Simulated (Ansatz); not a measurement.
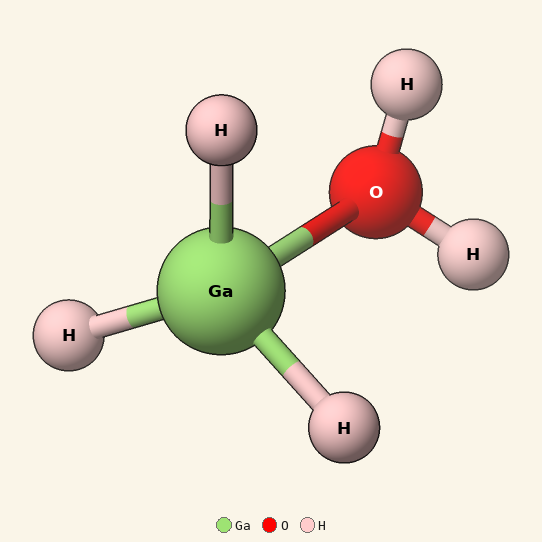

Computed geometry: PBE0-D4/def2-TZVP optimisation. Level of theory: RKS r2SCAN0-D4/def2-TZVPP (Ansatz 0.2.0).

What does the calculation give?

The species is GaH5O.
- dispersion correction: −2.2 kJ/mol
